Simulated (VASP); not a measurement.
Band structure of Ta (bcc). These are r2SCAN+rVV10, VASP's PBE PAW potentials (set 64) (plane waves; VASP) values and carry that method's errors.

Unless said otherwise, spin-orbit coupling is left out, though it shifts the bands of the heavy elements here.

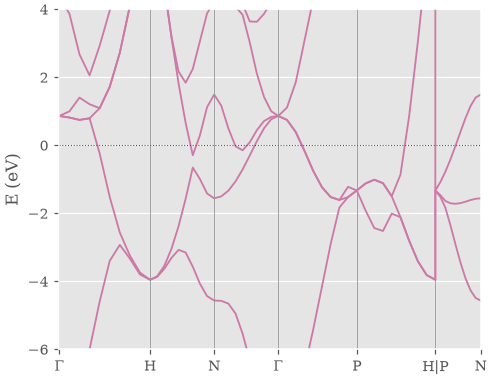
*Bands along high-symmetry lines, zero at the valence-band maximum or, without a gap, the Fermi level*

Question: Read the plot: is there a gap, and where are the band edges?

Answer: It has no gap at this level: it comes out as a metal or semimetal.

The compound is Ta in the bcc structure. It was relaxed first.
